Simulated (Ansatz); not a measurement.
**C2H5AlBN (SMILES B[C]1=C[NH][AlH]1) at r2SCAN0/6-31G(d) (spherical functions)**

Aim: the energy change on altering one bond length of C2H5AlBN at r2SCAN0/6-31G* (spherical functions), from 2 runs. 

Program for the calculation: Ansatz 0.2.0.

127 further runs of the same task are left out: 127 set aside as unsound or not needed.

## 1. The molecule

The species is C2H5AlBN (10 atoms), meant as a singlet with charge 0. SMILES: `B[C]1=C[NH][AlH]1`. The coordinates come from a PBE0-D4/def2-TZVP relaxation.

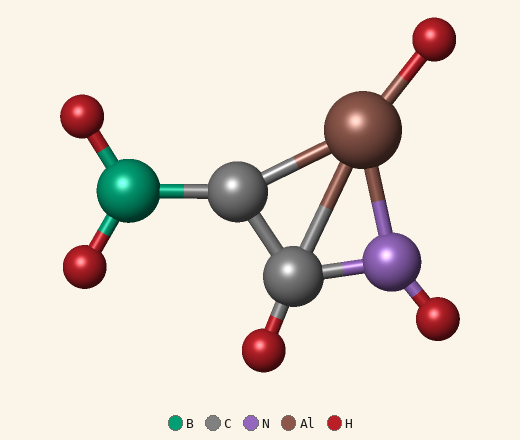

Viewed from a chosen angle; boron teal, carbon grey, nitrogen purple, aluminium brown, hydrogen red.

## 2. A single-point energy at r2SCAN0/6-31G(d) (spherical functions)

The input, molecule.yaml:

```yaml
crystal:
  periodic: [false, false, false]
  atoms:
    - symbol: B
      position_ang: [-1.253000, 0.576700, -1.418700]
    - symbol: C
      position_ang: [-0.143800, 0.242800, -0.478800]
    - symbol: C
      position_ang: [-0.315000, -0.471300, 0.702300]
    - symbol: "N"
      position_ang: [0.820900, -0.673500, 1.422800]
    - symbol: Al
      position_ang: [1.688500, 0.264900, 0.080500]
    - symbol: H
      position_ang: [-2.375700, 0.217000, -1.161700]
    - symbol: H
      position_ang: [-1.076200, 1.195400, -2.432600]
    - symbol: H
      position_ang: [-1.273000, -0.859200, 1.061700]
    - symbol: H
      position_ang: [0.792000, -1.179400, 2.289700]
    - symbol: H
      position_ang: [3.218400, 0.635500, -0.062200]
basis:
  gaussian: {orbitals: 6-31G_st_-spherical.json}
hamiltonian: {xc: {name: r2SCAN0}}
accuracy: high
output: {orbitals: {seedname: orbitals}}
```

The basis set 6-31G* is read from a file made from the Basis Set Exchange's data (not shown).

On the command line:

```bash
$ ansatz run molecule.yaml --threads 1 --pin off --max-ram 3480MiB --events-out events.jsonl --progress --plain --runs-dir runs
```

Standard output:

```text
Warning: RAYON_NUM_THREADS=1 ignored (pool sized by the plan → 1); use --threads N
Functional definition: r2SCAN0
  name "r2SCAN0"
  parameter a = 0.25
  parameter k0 = 0.174
  parameter k1 = 0.065
  parameter a1 = 4.9479
  exchange = (1 - a)*r2scan_x(k0 = k0, k1 = k1, a1 = a1) + a*exact_x
  correlation = r2scan_c
2027 factors; integrals over basis functions are off by at most 3.5e-9 eV
mean field evaluation 1: about -10906.2720 eV, gradient 5.2e1 eV
mean field evaluation 2: about -10902.4995 eV, gradient 6.3e1 eV
mean field evaluation 4: about -10912.8168 eV, gradient 4.1e0 eV
mean field evaluation 8: about -10913.0933 eV, gradient 1.2e-1 eV
mean field evaluation 16: about -10913.0934 eV, gradient 2.4e-5 eV
mean field -10913.09338859 eV, -401.0487848704 hartree, gradient 3.1e-8 eV, S^2 0.000000; 0 other end points of the search recorded, 0 dependent functions left out
reference -10913.09338937 eV, -401.0487848988 hartree; 21, 21 occupied and 63, 63 virtual orbitals, 2027 factors
Total energy: -10913.09338937 eV, -401.0487848988 hartree
```

Wall time 18 s (1 thread of Arm Neoverse V1, shared host); peak memory 0.36 GiB.

## 3. The distorted shape

The input, job.yaml:

```yaml
crystal:
  periodic: [false, false, false]
  atoms:
    - symbol: B
      position_ang: [-1.394436, 0.081756, -0.607606]
    - symbol: C
      position_ang: [-0.285236, -0.252144, 0.332294]
    - symbol: C
      position_ang: [-0.456436, -0.966244, 1.513394]
    - symbol: N
      position_ang: [0.679464, -1.168444, 2.233894]
    - symbol: Al
      position_ang: [1.547064, -0.230044, 0.891594]
    - symbol: H
      position_ang: [-2.517136, -0.277944, -0.350606]
    - symbol: H
      position_ang: [-1.076200, 1.195400, -2.432600]
    - symbol: H
      position_ang: [-1.414436, -1.354144, 1.872794]
    - symbol: H
      position_ang: [0.650564, -1.674344, 3.100794]
    - symbol: H
      position_ang: [3.076964, 0.140556, 0.748894]
basis:
  gaussian:
    orbitals: 6-31G_st_-spherical.json
hamiltonian:
  xc: {name: r2SCAN0}
accuracy: high
output: {orbitals: {seedname: orbitals}}
```

The basis set 6-31G* is read from a file made from the Basis Set Exchange's data (not shown).

On the command line:

```bash
$ ansatz run job.yaml --threads 1 --pin off --max-ram 3480MiB --events-out events.jsonl --progress --plain --runs-dir runs
```

Standard output (excerpt; [...] marks lines left out):

```text
Warning: RAYON_NUM_THREADS=1 ignored (pool sized by the plan → 1); use --threads N
[... 8 set-up lines as earlier in the session ...]
2025 factors; integrals over basis functions are off by at most 3.4e-9 eV
mean field evaluation 1: about -10903.4382 eV, gradient 5.2e1 eV
mean field evaluation 2: about -10898.1356 eV, gradient 6.7e1 eV
mean field evaluation 4: about -10909.6630 eV, gradient 6.1e0 eV
mean field evaluation 8: about -10909.9782 eV, gradient 5.9e-1 eV
mean field evaluation 16: about -10909.9790 eV, gradient 5.7e-5 eV
mean field -10909.97903025 eV, -400.9343343124 hartree, gradient 2.5e-8 eV, S^2 0.000000; 0 other end points of the search recorded, 0 dependent functions left out
reference -10909.97903105 eV, -400.9343343417 hartree; 21, 21 occupied and 63, 63 virtual orbitals, 2025 factors
Total energy: -10909.97903105 eV, -400.9343343417 hartree
```

Wall time 18 s (1 thread of Arm Neoverse V1, shared host); peak memory 0.36 GiB.

## 4. Results

At r2SCAN0/6-31G* (spherical functions):

| quantity | value |
| --- | --- |
| first shape: total energy | -401.04878 Eh |
| first shape: HOMO energy | -6.21 eV |
| first shape: LUMO energy | -1.25 eV |
| first shape: HOMO–LUMO gap | 4.96 eV |
| distorted shape: total energy | -400.93433 Eh |
| distorted shape: HOMO energy | -5.97 eV |
| distorted shape: LUMO energy | -1.58 eV |
| distorted shape: HOMO–LUMO gap | 4.39 eV |
| energy change with the B1–H7 bond stretched from 1.201 to 2.161 Å | 3.114 eV |

With the B1–H7 bond stretched from 1.201 to 2.161 Å the energy rises by 3.11 eV (72 kcal/mol). The first shape isn't relaxed at this level, so the change isn't measured from a minimum.
